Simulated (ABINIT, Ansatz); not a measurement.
**AlGa3N4 (P-43m): one start, several treatments of the self-energy**

Aim: compare treatments of exchange, screening and correlation for the gap of AlGa3N4 (P-43m).

Program: ABINIT 10.8.3. Level of theory: PBEsol and many-body steps on it, plane waves. Results are calculated unless marked as measured.

## 1. Starting point

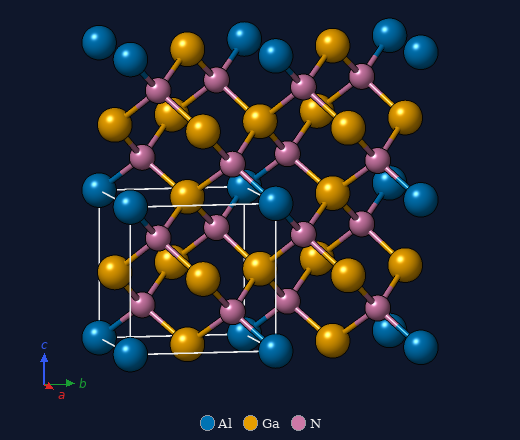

The starting structure, seen slightly off an axis (aluminium blue, gallium orange, nitrogen pink). 1×2×2 cells are drawn. Bonds to atoms that aren't drawn are left out. Some periodic images of atoms are drawn too.

Structure file:

```cif
data_structure
_symmetry_space_group_name_H-M 'P 1'
_symmetry_Int_Tables_number 1
_cell_length_a 4.4717
_cell_length_b 4.4717
_cell_length_c 4.4717
_cell_angle_alpha 90.000
_cell_angle_beta 90.000
_cell_angle_gamma 90.000
_cell_volume 89.42
loop_
_atom_site_label
_atom_site_type_symbol
_atom_site_fract_x
_atom_site_fract_y
_atom_site_fract_z
_atom_site_occupancy
Al1 Al 0.00000 0.00000 0.00000 1
Ga2 Ga 0.50000 0.50000 0.00000 1
Ga3 Ga 0.50000 0.00000 0.50000 1
Ga4 Ga 0.00000 0.50000 0.50000 1
N5 N 0.75571 0.75571 0.24429 1
N6 N 0.75571 0.24429 0.75571 1
N7 N 0.24429 0.75571 0.75571 1
N8 N 0.24429 0.24429 0.24429 1
```

The cell and positions are those that the Materials Project relaxed with its own functionals (PBE, PBE+U or r2SCAN), kept fixed.

## 2. Empty states on the mesh, 2×2×2 mesh, 206 bands

This step: ABINIT 10.8.3; DFT, PBEsol, plane waves, norm-conserving pseudopotentials.

The sums over transitions need many empty states on a uniform mesh; this step solves for them.

run.abi reads:

```
acell 3*1.0 Angstrom
rprim 
  4.471685360000 0.000000000000 0.000000000000
  0.000000000000 4.471685360000 0.000000000000
  0.000000000000 0.000000000000 4.471685360000
ntypat 3
znucl 13 31 7
natom 8
typat 1 2 2 2 3 3 3 3
xred 
  0.000000000000 0.000000000000 0.000000000000
  0.500000000000 0.500000000000 0.000000000000
  0.500000000000 0.000000000000 0.500000000000
  0.000000000000 0.500000000000 0.500000000000
  0.755714420000 0.755714420000 0.244285580000
  0.755714420000 0.244285580000 0.755714420000
  0.244285580000 0.755714420000 0.755714420000
  0.244285580000 0.244285580000 0.244285580000
pp_dirpath "pseudos"
pseudos "Al.upf, Ga.upf, N.upf"
ecut 45
ngkpt 2 2 2
nshiftk 1
shiftk 0 0 0
kptopt 1
chksymbreak 0
iscf -2
irdden 1
istwfk *1
nband 206
nbdbuf 18
tolwfr 1e-09
nstep 60
prtvol 0
indata_prefix "in"
outdata_prefix "out"
tmpdata_prefix "tmp"
```

Run with:

```sh
> OMP_NUM_THREADS=1 mpirun -n 4 abinit run.abi > log
```

Numbers of over 12 decimals in the logs are rounded to 6 here.

The program printed:

```text
.Version 10.8.3 of ABINIT. v10.8.2 released Aug 2026.

 Symmetries : space group P-4 3 m (#215); Bravais cP (primitive cubic)
[... echo of the input left out ...]
== DATASET  1 ==================================================================
-   mpi_nproc: 4, omp_nthreads: 1 (-1 if OMP is not activated)

--- !DatasetInfo
iteration_state: {dtset: 1, }
dimensions: {natom: 8, nkpt: 4, mband: 206, nsppol: 1, nspinor: 1, nspden: 1, mpw: 8744, }
cutoff_energies: {ecut:  45.0, pawecutdg:  -1.0, }
[...]
2.80964    2.80964    2.81777    2.81777    2.81777    2.84547    2.84547    2.84547
   2.84950    2.84950    2.88491    2.88491    2.93025    2.94577    2.94577    2.94578
   2.99036    2.99040    2.99095    3.03644    3.03751    3.04664
 prteigrs : prtvol=0 or 1, do not print more k-points.

== END DATASET(S) ==============================================================
================================================================================

 -outvars: echo values of variables after computation  --------
            nband         206
             nkpt           4
          spgroup         215
 [... the other variables as echoed above ...]

 Calculation completed.
```

The job ended after 3.2 min (4 MPI ranks of Intel Xeon Platinum 8259CL at 2.50GHz (Skylake/Cascade Lake), shared host; peak memory 0.54 GiB; 13 min of CPU time).

This step gave:

- gap: 2.296 eV
- k of the valence top: 0, 0, 0
- k of the conduction bottom: 0, 0, 0
- least direct gap: 2.296 eV
- k points computed: 4
- lowest point of the top converged band, above the valence top: 70.2220 eV

On this mesh the gap is 2.296 eV.

The density comes from a self-consistent run that is not shown.

## 3. Screening, 2×2×2 mesh, 102 bands, screening to 114.3 eV

The RPA dielectric matrix is built and inverted for each q.

This step: RPA screening on PBEsol, plane waves, norm-conserving pseudopotentials.

Changes to run.abi since step 2:

```diff
@@ -26,10 +26,11 @@
 chksymbreak 0
-iscf -2
-irdden 1
 istwfk *1
-nband 206
-nbdbuf 18
-tolwfr 1e-09
-nstep 60
-prtvol 0
+occopt 1
+irdwfk 1
+optdriver 3
+nband 102
+ecuteps 4.2
+inclvkb 2
+awtr 1
+symchi 1
 indata_prefix "in"
```

The program printed:

```text
.Version 10.8.3 of ABINIT. v10.8.2 released Aug 2026.

 Symmetries : space group P-4 3 m (#215); Bravais cP (primitive cubic)
[... echo of the input left out ...]
== DATASET  1 ==================================================================
-   mpi_nproc: 4, omp_nthreads: 1 (-1 if OMP is not activated)

--- !DatasetInfo
iteration_state: {dtset: 1, }
dimensions: {natom: 8, nkpt: 4, mband: 102, nsppol: 1, nspinor: 1, nspden: 1, mpw: 8744, }
cutoff_energies: {ecut:  45.0, pawecutdg:  -1.0, }
electrons: {nelect:   8.60000000E+01, charge:   0.00000000E+00, occopt:   1.00000000E+00, tsmear:   1.00000000E-02, }

 SCREENING: Calculation of the susceptibility and dielectric matrices

 Based on a program developped by R.W. Godby, V. Olevano, G. Onida, and L. Reining.
 Incorporated in ABINIT by V. Olevano, G.-M. Rignanese, and M. Torrent.
.Using double precision arithmetic ; gwpc =  8

[... cell and pseudopotentials left out ...]
--------------------------------------------------------------------------------

 ==== K-mesh for the wavefunctions ====
 Number of points in the irreducible wedge :     4
[... list of points left out ...]
 Together with 24 symmetry operations and time-reversal symmetry
 yields     8 points in the full Brillouin Zone.

 ==== Q-mesh for the screening function ====
 Number of points in the irreducible wedge :     4
[... list of points left out ...]
 Together with 24 symmetry operations and time-reversal symmetry
 yields     8 points in the full Brillouin Zone.

 setmesh: FFT mesh size selected  =    36x   36x   36
          total number of points  =        46656

 vcoul_init : cutoff-mode = AUXILIARY_FUNCTION
 q-points for optical limit:   1
     1)      0.000010    0.000020    0.000030

- screening: taking advantage of time-reversal symmetry
- Maximum band index for partially occupied states nbvw = 43
- Remaining bands to be divided among processors   nbcw = 59
- Number of bands treated by each node ~14

 Number of electrons calculated from density =   86.0000; Expected =   86.0000
 average of density, n =  0.142524
 r_s =    1.1876
 omega_plasma =   36.4166 [eV]

 calculating chi0 at frequencies [eV] :
  1    0.000000E+00    0.000000E+00
  2    0.000000E+00    3.641662E+01

--------------------------------------------------------------------------------
  q-point number  1        q = ( 0.000000, 0.000000, 0.000000) [r.l.u.]
--------------------------------------------------------------------------------
[... chi0 elements left out ...]
 For q-point:  0.000010 0.000020 0.000030
  dielectric constant =   8.0707
  dielectric constant without local fields =   8.6517

  Average fulfillment of the sum rule on Im[epsilon] for q-point    1 :     24.83  [%]
[... wings left out ...]
  q-point number  2        q = ( 0.500000, 0.000000, 0.000000) [r.l.u.]
--------------------------------------------------------------------------------
[... chi0 elements left out ...]
  Average fulfillment of the sum rule on Im[epsilon] for q-point    2 :     29.31  [%]

 [... 2 further q-points ...]
```

It took 57 s on 4 MPI ranks; peak memory 1.4 GiB.

This step gave:

| Item | Value |
| --- | --- |
| ε∞ with local fields, on this mesh, along the program's q direction | 8.071 |
| the same without local fields | 8.652 |
| plasma frequency | 36.42 eV |
| plane waves in the screening matrix | 251 |

Local fields lower ε∞ by 7 %. On a Γ-centred mesh this coarse the value itself is usually too large, while a short band sum pulls it down.

## 4. G0W0, Godby-Needs plasmon pole

The self-energy is evaluated for the states that the input lists, and the levels follow from it, in one-shot runs by the linearised quasiparticle equation.

This step: G0W0 on PBEsol, plane waves, norm-conserving pseudopotentials.

Changes to run.abi since step 3:

```diff
@@ -29,8 +29,15 @@
 irdwfk 1
-optdriver 3
+optdriver 4
 nband 102
+gwcalctyp 0
+ecutsigx 45
+symsigma 1
+nkptgw 1
+kptgw 
+  0.0000000000 0.0000000000 0.0000000000
+bdgw 
+  41 47
 ecuteps 4.2
-inclvkb 2
-awtr 1
-symchi 1
+irdscr 1
+ppmodel 1
 indata_prefix "in"
```

The program printed:

```text
.Version 10.8.3 of ABINIT. v10.8.2 released Aug 2026.

 Symmetries : space group P-4 3 m (#215); Bravais cP (primitive cubic)
[... echo of the input left out ...]
== DATASET  1 ==================================================================
-   mpi_nproc: 4, omp_nthreads: 1 (-1 if OMP is not activated)

--- !DatasetInfo
iteration_state: {dtset: 1, }
dimensions: {natom: 8, nkpt: 4, mband: 102, nsppol: 1, nspinor: 1, nspden: 1, mpw: 8744, }
cutoff_energies: {ecut:  45.0, pawecutdg:  -1.0, }
electrons: {nelect:   8.60000000E+01, charge:   0.00000000E+00, occopt:   1.00000000E+00, tsmear:   1.00000000E-02, }

 SIGMA: Calculation of the GW corrections

 Based on a program developped by R.W. Godby, V. Olevano, G. Onida, and L. Reining.
 Incorporated in ABINIT by V. Olevano, G.-M. Rignanese, and M. Torrent.
.Using double precision arithmetic ; gwpc =  8

[... cell and pseudopotentials left out ...]
--------------------------------------------------------------------------------

 ==== K-mesh for the wavefunctions ====
 Number of points in the irreducible wedge :     4
[... list of points left out ...]
 Together with 24 symmetry operations and time-reversal symmetry
 yields     8 points in the full Brillouin Zone.

 ==== Q-mesh for screening function ====
 Number of points in the irreducible wedge :     4
[... list of points left out ...]
 Together with 24 symmetry operations and time-reversal symmetry
 yields     8 points in the full Brillouin Zone.

 vcoul_init : cutoff-mode = AUXILIARY_FUNCTION
 q-points for optical limit:   1
     1)      0.000010    0.000020    0.000030
 setmesh: FFT mesh size selected  =    54x   54x   54
          total number of points  =       157464

 Number of electrons calculated from density =   86.0000; Expected =   86.0000
 average of density, n =  0.142524
 r_s =    1.1876
 omega_plasma =   36.4166 [eV]

 === KS Band Gaps ===
  >>>> For spin  1
   Minimum direct gap =   2.2961 [eV], located at k-point      :   0.0000  0.0000  0.0000
   Fundamental gap    =   2.2961 [eV], Top of valence bands at :   0.0000  0.0000  0.0000
                                       Bottom of conduction at :   0.0000  0.0000  0.0000
 SIGMA fundamental parameters:
 PLASMON POLE MODEL  1
 number of plane-waves for SigmaX                 8709
 number of plane-waves for SigmaC and W            251
 number of plane-waves for wavefunctions          8709
 number of bands                                   102
 number of independent spin polarizations            1
 number of spinorial components                      1
 number of k-points in IBZ                           4
 number of q-points in IBZ                           4
 number of symmetry operations                      24
 number of k-points in BZ                            8
 number of q-points in BZ                            8
 number of frequencies for dSigma/dE                 9
 frequency step for dSigma/dE [eV]                0.25
 number of omega for Sigma on real axis              0
 max omega for Sigma on real axis  [eV]           0.00
 zcut for avoiding poles [eV]                     0.10

 EPSILON^-1 parameters (SCR file):
 dimension of the eps^-1 matrix on file            251
 dimension of the eps^-1 matrix used               251
 number of plane-waves for wavefunctions          8709
 number of bands                                   102
 number of q-points in IBZ                           4
 number of frequencies                               2
 number of real frequencies                          1
 number of imag frequencies                          1

 matrix elements of self-energy operator (all in [eV])

 Perturbative Calculation

--- !SelfEnergy_ee
iteration_state: {dtset: 1, }
kpoint     : [   0.000,    0.000,    0.000, ]
spin       : 1
KS_gap     :    2.296
QP_gap     :    3.239
Delta_QP_KS:    0.943
data: !SigmaeeData |
     Band     E0 <VxcDFT>   SigX SigC(E0)      Z dSigC/dE  Sig(E)    E-E0       E
       41   6.453 -18.191 -21.692   3.763   0.794  -0.259 -17.983   0.208   6.661
       42   6.453 -18.191 -21.692   3.763   0.794  -0.259 -17.983   0.208   6.661
       43   6.453 -18.191 -21.692   3.763   0.794  -0.259 -17.983   0.208   6.661
       44   8.749 -13.984  -9.310  -3.265   0.817  -0.224 -12.834   1.151   9.900
       45   9.814 -11.751  -7.185  -3.477   0.835  -0.197 -10.842   0.909  10.723
       46   9.814 -11.751  -7.185  -3.477   0.835  -0.197 -10.842   0.909  10.723
       47   9.814 -11.751  -7.185  -3.477   0.835  -0.197 -10.842   0.909  10.723

== END DATASET(S) ==============================================================
================================================================================

 -outvars: echo values of variables after computation  --------
           etotal      0.0000000000E+00
            nband         102
             nkpt           4
          spgroup         215
 [... the other variables as echoed above ...]

 Calculation completed.
```

Elapsed: 14 s, on 4 MPI ranks; peak memory 1.1 GiB.

Numbers from this step:

| Quantity | Value |
| --- | --- |
| G0W0 gap on the points computed | 3.239 eV |
| starting gap on the mesh | 2.296 eV |
| k of the valence top | 0, 0, 0 |
| k of the conduction bottom | 0, 0, 0 |
| Z at the valence top | 0.794 |
| Z at the conduction bottom | 0.817 |
| least direct G0W0 gap on the computed points | 3.239 eV |

The gap on the mesh goes from 2.30 eV to 3.24 eV, a correction of +0.94 eV.

## 5. G0W0, Hybertsen-Louie plasmon pole

Changes to run.abi since step 4:

```diff
@@ -41,3 +41,3 @@
 irdscr 1
-ppmodel 1
+ppmodel 2
 indata_prefix "in"
```

The program printed:

```text
.Version 10.8.3 of ABINIT. v10.8.2 released Aug 2026.

 Symmetries : space group P-4 3 m (#215); Bravais cP (primitive cubic)
[... echo of the input left out ...]
== DATASET  1 ==================================================================
-   mpi_nproc: 4, omp_nthreads: 1 (-1 if OMP is not activated)

--- !DatasetInfo
iteration_state: {dtset: 1, }
dimensions: {natom: 8, nkpt: 4, mband: 102, nsppol: 1, nspinor: 1, nspden: 1, mpw: 8744, }
cutoff_energies: {ecut:  45.0, pawecutdg:  -1.0, }
electrons: {nelect:   8.60000000E+01, charge:   0.00000000E+00, occopt:   1.00000000E+00, tsmear:   1.00000000E-02, }

 SIGMA: Calculation of the GW corrections

 Based on a program developped by R.W. Godby, V. Olevano, G. Onida, and L. Reining.
 Incorporated in ABINIT by V. Olevano, G.-M. Rignanese, and M. Torrent.
.Using double precision arithmetic ; gwpc =  8

[... cell and pseudopotentials left out ...]
--------------------------------------------------------------------------------

 ==== K-mesh for the wavefunctions ====
 Number of points in the irreducible wedge :     4
[... list of points left out ...]
 Together with 24 symmetry operations and time-reversal symmetry
 yields     8 points in the full Brillouin Zone.

 ==== Q-mesh for screening function ====
 Number of points in the irreducible wedge :     4
[... list of points left out ...]
 Together with 24 symmetry operations and time-reversal symmetry
 yields     8 points in the full Brillouin Zone.

 vcoul_init : cutoff-mode = AUXILIARY_FUNCTION
 q-points for optical limit:   1
     1)      0.000010    0.000020    0.000030
 setmesh: FFT mesh size selected  =    54x   54x   54
          total number of points  =       157464

 Number of electrons calculated from density =   86.0000; Expected =   86.0000
[...]
number of q-points in BZ                            8
 number of frequencies for dSigma/dE                 9
 frequency step for dSigma/dE [eV]                0.25
 number of omega for Sigma on real axis              0
 max omega for Sigma on real axis  [eV]           0.00
 zcut for avoiding poles [eV]                     0.10

 EPSILON^-1 parameters (SCR file):
 dimension of the eps^-1 matrix on file            251
 dimension of the eps^-1 matrix used               251
 number of plane-waves for wavefunctions          8709
 number of bands                                   102
 number of q-points in IBZ                           4
 number of frequencies                               2
 number of real frequencies                          1
 number of imag frequencies                          1

 matrix elements of self-energy operator (all in [eV])

 Perturbative Calculation

--- !SelfEnergy_ee
iteration_state: {dtset: 1, }
kpoint     : [   0.000,    0.000,    0.000, ]
spin       : 1
KS_gap     :    2.296
QP_gap     :    3.232
Delta_QP_KS:    0.936
data: !SigmaeeData |
     Band     E0 <VxcDFT>   SigX SigC(E0)      Z dSigC/dE  Sig(E)    E-E0       E
       41   6.453 -18.191 -21.692   3.544   0.883  -0.133 -18.154   0.037   6.491
       42   6.453 -18.191 -21.692   3.544   0.883  -0.133 -18.154   0.037   6.491
       43   6.453 -18.191 -21.692   3.544   0.883  -0.133 -18.154   0.037   6.491
       44   8.749 -13.984  -9.310  -3.579   0.889  -0.125 -13.011   0.974   9.723
       45   9.814 -11.751  -7.185  -3.629   0.896  -0.116 -10.912   0.839  10.653
       46   9.814 -11.751  -7.185  -3.629   0.896  -0.116 -10.912   0.839  10.653
       47   9.814 -11.751  -7.185  -3.629   0.896  -0.116 -10.912   0.839  10.653

== END DATASET(S) ==============================================================
================================================================================

 -outvars: echo values of variables after computation  --------
           etotal      0.0000000000E+00
            nband         102
             nkpt           4
          spgroup         215
 [... the other variables as echoed above ...]

 Calculation completed.
```

The job ended after 17 s (4 MPI ranks; peak memory 1.1 GiB; 65 s of CPU time).

This step gave:

| Property | Result |
| --- | --- |
| G0W0 gap on the points computed | 3.232 eV |
| starting gap on the mesh | 2.296 eV |
| k of the valence top | 0, 0, 0 |
| k of the conduction bottom | 0, 0, 0 |
| Z at the valence top | 0.883 |
| Z at the conduction bottom | 0.889 |
| least direct G0W0 gap on the computed points | 3.232 eV |

Against G0W0 in ABINIT (2×2×2 mesh, 102 bands, screening to 114.3 eV, Godby-Needs plasmon pole), the gap moves by −0.007 eV.

(Continued in part 2 of 2.)

[Paths, hosts, dates, memory and timing lines, banners, echoed tables and standing remarks are left out of the program output.]

[Logs are printed without paths, hosts, clocks, repeated set-up lines and the standing remarks that a program may print on its own settings, such as how far it seeks lower states.]

[Runs of the session that timed out or met a known fault of the program may be left out.]

[Hosts, paths, dates, database ids (printed as entryN), source tags and the programs' standing remarks are cut or masked in the printed files.]

[G0W0 gaps are taken among the corrected bands and points alone; a level outside them can change the order at an edge.]

[Where Ansatz stands beside ABINIT at settings called matched, ABINIT's density can come from a denser mesh and the files from another edition; pairs whose starting gaps differed by over 0.03 eV were left out, so agreement reads better than it is.]
